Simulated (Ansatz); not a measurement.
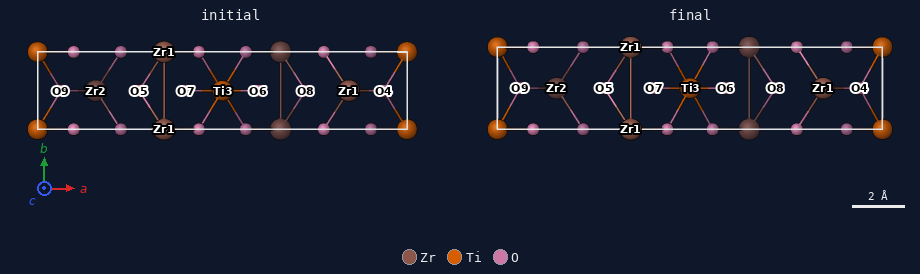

The structure of solid Zr2TiO6 (a generated structure, set up in C2/m) (coarse preliminary run) before (left) and after (right) a relaxation, at one scale.

A ball-and-stick model of the conventional cell (2 times the calculation's cell), seen along the c axis. Lengths and directions refer to the drawn axes.

All numbers below come from Ansatz, DFT PBE, scalar-relativistic, plane waves, PAW. Set-up: plane-wave cutoff 420 eV; k-point mesh 6 × 6 × 4; occupations gaussian; smearing width 0.1 eV; collinear spin; cell and atoms relaxed; force threshold 0.04 eV/Å; at most 70 steps.

> Describe what moved and what it gained.

The energy falls by 224 meV per atom in 8 accepted moves (11 points after the start). The largest force component goes from 2.7 to 0.0071 eV/Å. The pressure goes from 36.22 to 0.04 GPa. The line search rejected the trial step at point 8 of the run. The SCF was repeated twice at an unchanged geometry on a basis and grid sized afresh for the cell, which shifted the energy by 12.5 meV per atom at most. The largest moves relative to the cell, 0.11 Å, are those of O6 and O7. O6 goes roughly along [−1 0 −3]. Largest moves by element: O 0.11 Å, Zr 0.07 Å. Ti stays in place. The volume changes by +13.8 %, with a 14.340 → 14.942 Å (+4.2 %), b 3.003 → 3.190 Å (+6.3 %), c 4.762 → 4.896 Å (+2.8 %), β 92.0° → 92.1°. Among the contacts that change: Zr1–Zr2 3.055 → 3.306 Å, Zr1–Zr1 3.003 → 3.190 Å, Ti3–Ti3 3.003 → 3.190 Å, Zr1–O8 2.017 → 2.159 Å. Bond angles that change, for instance: O4–Ti3–O4 98.7° → 103.2°, Ti3–O4–Ti3 98.7° → 103.2°, O4–Ti3–O9 81.3° → 76.8°. The space group stays C2/m (No. 12). The program noted that the starting moments weren't kept. The run took 88 s on 4 threads of Arm Neoverse V2, on a shared host, peak memory 0.72 GiB.
